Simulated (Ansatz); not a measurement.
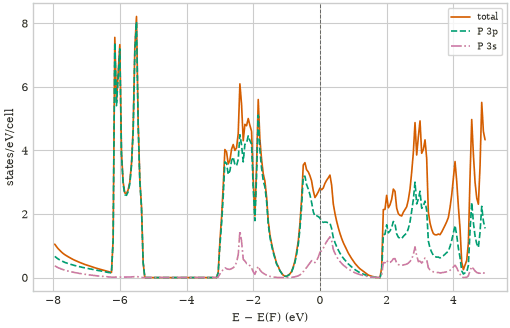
Figure. Total and projected density of states of P in space group I4_132 (No. 214; P on 8a), plane-wave PAW PBEsol (Ansatz code)

Which orbitals carry the states next to the Fermi level?

Within 0.5 eV of the Fermi level: P 3p 70 %, P 3s 25 %, outside the projected shells 6 %. Projections are on Löwdin-orthogonalised atomic valence shells; empty p or d shells of many metals are not among them.

Where is the tallest occupied peak in this window, and what makes it?

Near -5.5 eV, about 8.2 states/eV per cell; the largest projected share is P 3p.

The start of the workflow was typed in or built on a structure type; neither database checked (COD, Materials Project) lists it. It is not the phase usual at ambient conditions (space group No. 64). Symmetry was held in the PBEsol relaxation. At this level the phase is dynamically unstable (imaginary phonons). The volume moved by 30 % from the start of the relaxation.

Potentials: the later of the program's two PAW sets.
